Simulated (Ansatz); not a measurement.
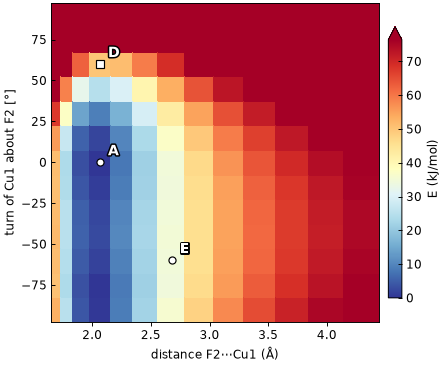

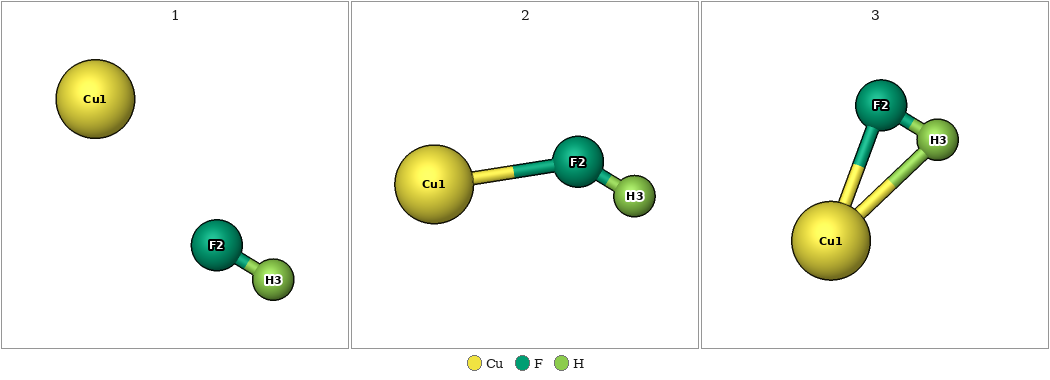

CuFH, charge +1. The turn is about an axis along (−0.69, 0.72, 0.00) in the frame of the relaxed pair, normal to the line between the partners. Coordinates scanned: (1) distance F2···Cu1; (2) turn of Cu1 about F2. Grid: 13 × 13 points. Points are written as (first, second). Energies: kJ/mol, counted from the lowest grid point. Level of theory: RKS r2SCAN0-D4/def2-TZVPD in Ansatz 0.2.0.

Drawn: one coloured cell a grid point, one colour for all values above the top of the scale, lettered points. The numbered pictures are the structures at these points, in random order.

**Which structure belongs to which point?**

A is structure 2: (2.064 Å, 0°), 0 kJ/mol; D is structure 3: (2.064 Å, 60°), 50 kJ/mol; E is structure 1: (2.676 Å, −60°), 35 kJ/mol.
